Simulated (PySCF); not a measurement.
Si(Cl)(Et)2(Vi), SMILES C=C[Si](Cl)(CC)CC (C6H13ClSi) at its GFN2-xTB optimised geometry (Å):

```
21

C     -1.8750    -2.5188     2.1950
C     -0.7324    -2.7260     1.5585
Si    -0.1772    -1.8108     0.0000
Cl     1.8660    -1.8108     0.0000
C     -0.7775     0.0043     0.0000
C     -0.3325     0.7845     1.2344
C     -0.7806    -2.7445    -1.5576
C     -0.3140    -2.1172    -2.8685
H     -2.1501    -3.0668     3.0831
H     -2.5901    -1.7869     1.8569
H     -0.0568    -3.4749     1.9548
H     -1.8660     0.0305    -0.0643
H     -0.4041     0.5150    -0.8894
H     -0.7175     0.3221     2.1402
H      0.7524     0.8058     1.3008
H     -0.6924     1.8108     1.1921
H     -1.8699    -2.7964    -1.5541
H     -0.4246    -3.7750    -1.5147
H     -0.6507    -2.7084    -3.7181
H     -0.7102    -1.1105    -2.9773
H      0.7714    -2.0624    -2.9004
```

Level of theory: PySCF with PBE0/def2-SVP. Cells within 0.4 Å of a nucleus heavier than hydrogen are left out (blank, or x).

Map of the deformation density (molecule minus spherical neutral atoms) (e/bohr³) on the plane z = 0.0 Å:

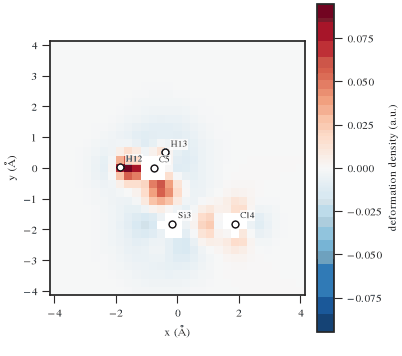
*Deformation density (molecule minus spherical neutral atoms) (e/bohr³) on the plane z = 0.0 Å.*
